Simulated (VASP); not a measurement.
Band structure of RbBr (rock salt). Level of theory: MS2 meta-GGA, VASP's PBE PAW potentials (set 64) (plane waves; VASP 6.6.1).

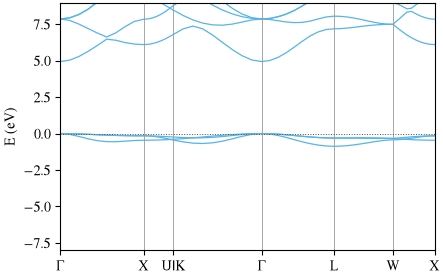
Figure. Bands along high-symmetry lines, zero at the valence-band maximum or, without a gap, the Fermi level

Question: Read the plot: is there a gap, and where are the band edges?

Answer: The gap is direct, 4.94 eV, from the valence maximum at Γ to the conduction minimum at Γ.

Measured: gap 7.20 eV (computed value off by -2.26 eV), as given by Aguado et al., (1998), arXiv:cond-mat/9809176.

The compound is RbBr in the rock salt structure. It was relaxed first.
